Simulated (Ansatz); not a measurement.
H6C2O: several calculations on one system

**1. Relaxation**

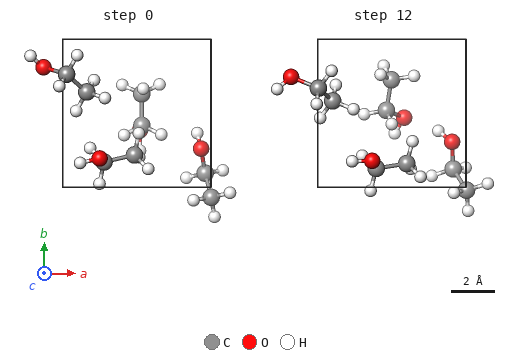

The structure of an amorphous cell of composition H6C2O before (left) and after (right) a relaxation, at one scale.

Style: ball-and-stick. Shown: the cell of the calculation, along the c axis.

The cell holds 4 CH3CH2OH. The run prepares the start of a later molecular dynamics calculation, from a guessed geometry.

Method: DFT PBE-D3(BJ), scalar-relativistic, plane waves, PAW in Ansatz 0.2.0. Settings: plane-wave cutoff 420 eV; k-point mesh 1 × 1 × 1; occupations fermi dirac; smearing width 0.02 eV; no spin polarisation; atoms relaxed in a fixed cell; force threshold 0.3 eV/Å; at most 15 steps.

> What changed between the two?

Over 12 geometry steps the energy falls by 51.1 meV per atom. Largest force component: 0.95 eV/Å at the start, 0.23 eV/Å at the end. The forces were under the threshold at step 4, but the run went on from there. The largest move is that of an H atom, 1.72 Å along [−1 −3 1]. Largest moves by element: H 1.72 Å, C 0.92 Å, O 0.86 Å. The cell doesn't change. Near-neighbour distances that change, for instance: C–O 1.427 → 1.446 Å, H–O 0.971 → 0.988 Å, C–H 1.099 → 1.113 Å, C–C 1.512 → 1.523 Å. Among the angles between lasting bonds that change: C–C–O 107.1° → 112.8°, O–C–H 110.9° → 107.9°, C–C–O 107.1° → 110.2°. The run took 41 s on 1 thread of Arm Neoverse V1 (shared host), peak memory 0.39 GiB.

Limits of the set-up: the periodic images lie only 7.0 Å apart, so the values are limited by the cell's size.

**2. Dynamics**

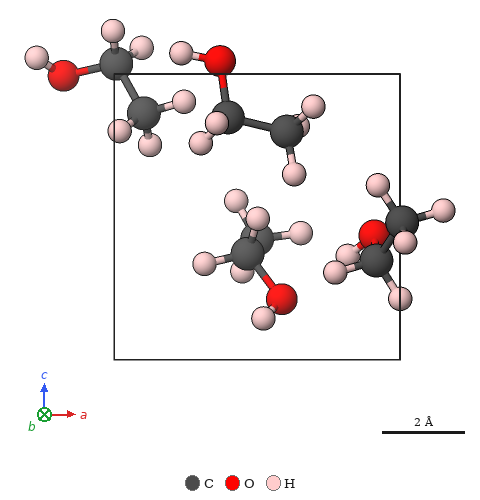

Starting frame of a dynamics run of a periodic cell with 4 CH3CH2OH at 0.876 g/cm³. A ball-and-stick model of the simulation cell, seen along the b axis.

The calculation used DFT PBE-D3(BJ), scalar-relativistic, plane waves, PAW in Ansatz 0.2.0.

Input file:
```yaml
crystal:
  lattice:
    - [7.041925, 0.0, 0.0]
    - [0.0, 7.041925, 0.0]
    - [0.0, 0.0, 7.041925]
  atoms:
    - { symbol: C, position: [0.49615795, 0.72569585, 0.4185376] }
    - { symbol: C, position: [0.4627658, 0.51954154, 0.36745836] }
    - { symbol: O, position: [0.58231351, 0.4697749, 0.20818586] }
    - { symbol: H, position: [0.51814467, 0.36460105, 0.14102327] }
    - { symbol: H, position: [0.49843858, 0.42708569, 0.48945553] }
    - { symbol: H, position: [0.31220164, 0.49370884, 0.33183566] }
    - { symbol: H, position: [0.42300432, 0.76081576, 0.55204236] }
    - { symbol: H, position: [0.64892386, 0.75194134, 0.4394442] }
    - { symbol: H, position: [0.44425297, 0.82093224, 0.30592251] }
    - { symbol: C, position: [0.10001166, 0.58310215, 0.85850868] }
    - { symbol: C, position: [0.00347616, 0.66923253, 1.03186257] }
    - { symbol: O, position: [-0.18096669, 0.74544693, 0.98990832] }
    - { symbol: H, position: [-0.27487104, 0.66317692, 1.05261931] }
    - { symbol: H, position: [-0.00813954, 0.56237188, 1.14646729] }
    - { symbol: H, position: [0.09240917, 0.78619231, 1.08761716] }
    - { symbol: H, position: [0.24040091, 0.52711444, 0.89891388] }
    - { symbol: H, position: [0.01534839, 0.46786134, 0.79633921] }
    - { symbol: H, position: [0.12140306, 0.69114233, 0.74773458] }
    - { symbol: C, position: [1.00347397, -0.01943069, 0.4770887] }
    - { symbol: C, position: [0.91331741, 0.12437595, 0.34362992] }
    - { symbol: O, position: [0.90619466, 0.30688976, 0.43185077] }
    - { symbol: H, position: [0.81288154, 0.38084498, 0.35984144] }
    - { symbol: H, position: [0.99673029, 0.13239016, 0.20962793] }
    - { symbol: H, position: [0.76948993, 0.07735242, 0.30180596] }
    - { symbol: H, position: [1.01398564, -0.15833136, 0.40662982] }
    - { symbol: H, position: [1.14728284, 0.02504593, 0.51830772] }
    - { symbol: H, position: [0.91865604, -0.03725833, 0.60677781] }
    - { symbol: C, position: [0.59994713, 0.16035791, 0.79453757] }
    - { symbol: C, position: [0.3937978, 0.12722885, 0.84425036] }
    - { symbol: O, position: [0.36654987, 0.17843912, 1.04129632] }
    - { symbol: H, position: [0.23117946, 0.17549792, 1.06872512] }
    - { symbol: H, position: [0.29943917, 0.21362587, 0.75391776] }
    - { symbol: H, position: [0.35558806, -0.02354547, 0.82411481] }
    - { symbol: H, position: [0.62574491, 0.12473996, 0.64524255] }
    - { symbol: H, position: [0.63875905, 0.31032893, 0.81335138] }
    - { symbol: H, position: [0.69289766, 0.07071277, 0.88194392] }
basis:
  ecutwfc: 420.0
kpoints:
  mp_grid: { grid: [1, 1, 1] }
hamiltonian:
  xc: pbe
  dispersion: d3bj
scf:
  occupations: { method: fermi_dirac, width: 0.02 }
  lower_state_search: "off"
md:
  timestep: 0.75
  n_steps: 290
  ensemble: nvt_langevin
  temperature: 1000.0
  initial_velocities: maxwell_boltzmann
  seed: 146945
  friction: 0.02
```

Run as
```bash
ansatz run input.yaml --threads 1 --pin off --max-ram 3072MiB --backend cpu --events-out ev --progress --plain --runs-dir out
```

Predict how the run goes.

The mean temperature in the second half is 930 K (standard deviation 111 K). The potential energy in the second half lies on average 102 meV per atom above the first frame. Root-mean-square distances from the starting positions over the second half, with the common drift of all atoms taken out: H 1.24 Å, O 0.80 Å, C 0.61 Å. The heavy atoms stay within a fraction of a molecule's size of their starting places; so short a run doesn't tell a liquid from a solid.

Along the run (each row but the first and the last is the mean over the interval that it begins):

```
time (fs)  potential energy (meV/atom)  T (K)
      0.0                          0.0    972
     21.8                         70.1    700
     43.5                         86.6    726
     65.2                        104.9    751
     87.0                         99.6    846
    108.8                         91.6    855
    130.5                        100.4    911
    152.2                        109.6    935
    174.0                        103.0   1026
    195.8                        107.9    921
    217.5                        101.2    909
```

The paths of the atoms:

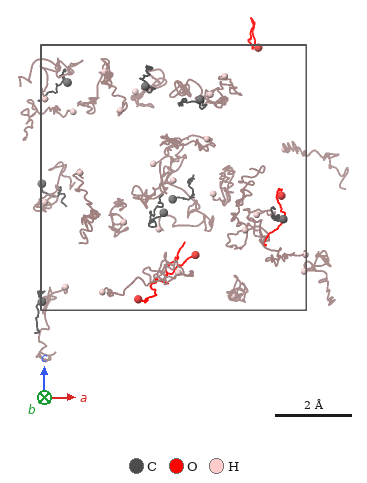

Limits of the set-up: the periodic images lie only 7.0 Å apart, so the values are limited by the cell's size.

The run took 9.9 min on 1 thread of Arm Neoverse V1 (shared host), peak memory 0.43 GiB.

**3. Dynamics**

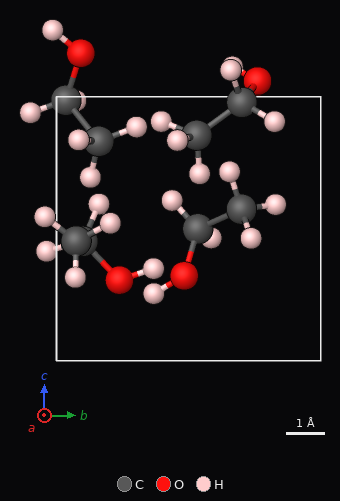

Starting frame of a dynamics run of a periodic cell with 4 CH3CH2OH at 0.876 g/cm³. It starts from the last geometry of an earlier run, with fresh velocities. Style: ball-and-stick. Shown: the simulation cell, along the a axis.

All numbers below come from DFT PBE-D3(BJ), scalar-relativistic, plane waves, PAW in Ansatz 0.2.0.

The input:
```yaml
crystal:
  lattice:
    - [7.041925, 0.0, 0.0]
    - [0.0, 7.041925, 0.0]
    - [0.0, 0.0, 7.041925]
  atoms:
    - { symbol: C, position: [0.59040247, 0.69591936, 0.56973126] }
    - { symbol: C, position: [0.47574063, 0.53056814, 0.49571033] }
    - { symbol: O, position: [0.55989784, 0.47920391, 0.31773057] }
    - { symbol: H, position: [0.51876088, 0.36414674, 0.25047266] }
    - { symbol: H, position: [0.46296733, 0.43331883, 0.60268749] }
    - { symbol: H, position: [0.33657886, 0.58113158, 0.46089626] }
    - { symbol: H, position: [0.62830636, 0.65070912, 0.71135] }
    - { symbol: H, position: [0.71259916, 0.7319827, 0.45976175] }
    - { symbol: H, position: [0.51855327, 0.8250004, 0.58723952] }
    - { symbol: C, position: [0.00720367, 0.52679055, 0.84935745] }
    - { symbol: C, position: [-0.00650347, 0.69710094, 0.97379721] }
    - { symbol: O, position: [-0.18356294, 0.75652698, 1.05474021] }
    - { symbol: H, position: [-0.25890304, 0.66185927, 1.1080859] }
    - { symbol: H, position: [0.1022604, 0.6552966, 1.09572622] }
    - { symbol: H, position: [0.07044731, 0.82119381, 0.90108647] }
    - { symbol: H, position: [0.15349704, 0.45342929, 0.82978639] }
    - { symbol: H, position: [-0.06127921, 0.3922558, 0.9014119] }
    - { symbol: H, position: [-0.04222442, 0.53745897, 0.7036686] }
    - { symbol: C, position: [1.11216235, 0.07039414, 0.44927419] }
    - { symbol: C, position: [0.88869701, 0.09572597, 0.44810337] }
    - { symbol: O, position: [0.85739549, 0.23395828, 0.30134623] }
    - { symbol: H, position: [0.87542015, 0.36340619, 0.3450137] }
    - { symbol: H, position: [0.79229747, -0.04136976, 0.41070211] }
    - { symbol: H, position: [0.80283634, 0.15659944, 0.58931891] }
    - { symbol: H, position: [1.14370244, -0.04825563, 0.54091179] }
    - { symbol: H, position: [1.15902446, 0.0672513, 0.31164575] }
    - { symbol: H, position: [1.165565, 0.19964822, 0.51662172] }
    - { symbol: C, position: [0.5362578, 0.15567125, 0.82675774] }
    - { symbol: C, position: [0.41480956, 0.03184377, 0.9818205] }
    - { symbol: O, position: [0.49538363, 0.08785227, 1.15983554] }
    - { symbol: H, position: [0.53045233, -0.01854152, 1.24737365] }
    - { symbol: H, position: [0.26634808, 0.06941487, 0.98023962] }
    - { symbol: H, position: [0.43542208, -0.10274053, 0.93470784] }
    - { symbol: H, position: [0.47225116, 0.1242894, 0.69022295] }
    - { symbol: H, position: [0.53740292, 0.29873073, 0.88070062] }
    - { symbol: H, position: [0.67839946, 0.07967415, 0.83194908] }
basis:
  ecutwfc: 420.0
kpoints:
  mp_grid: { grid: [1, 1, 1] }
hamiltonian:
  xc: pbe
  dispersion: d3bj
scf:
  occupations: { method: fermi_dirac, width: 0.02 }
  lower_state_search: "off"
md:
  timestep: 0.75
  n_steps: 360
  ensemble: nvt_langevin
  temperature: 1000.0
  initial_velocities: maxwell_boltzmann
  seed: 486196
  friction: 0.02
```

Command:
```bash
ansatz run input.yaml --threads 1 --pin off --max-ram 3072MiB --backend cpu --events-out ev --progress --plain --runs-dir out
```

Question: What does the trajectory do?

Answer: The mean temperature in the second half is 1033 K (standard deviation 112 K). The potential energy in the second half lies on average 12.8 meV per atom above the first frame. Root-mean-square distances from the starting positions over the second half, with the common drift of all atoms taken out: H 1.33 Å, O 1.11 Å, C 0.92 Å. The molecules turn and drift from their places.

Along the run (each row but the first and the last is the mean over the interval that it begins):

```tsv
time (fs)	potential energy (meV/atom)	T (K)
0.0	0.0	972
45.0	8.0	977
90.0	20.5	1030
135.0	9.4	964
180.0	3.5	1060
225.0	25.5	1072
270.0	8.5	1149
```

The paths of the atoms:

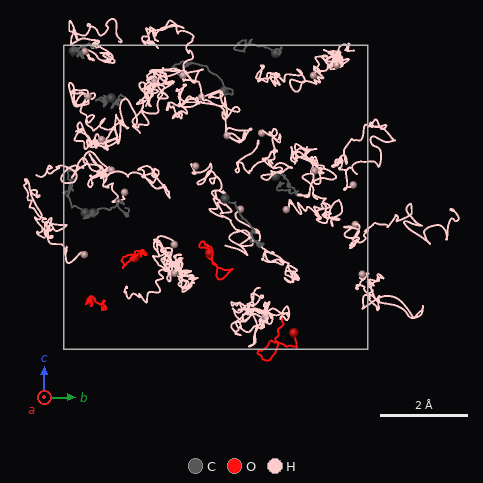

Limits of the set-up: the periodic images lie only 7.0 Å apart, so the values are limited by the cell's size.

The run took 13 min on 1 thread of Arm Neoverse V1, on a shared host, peak memory 0.43 GiB.
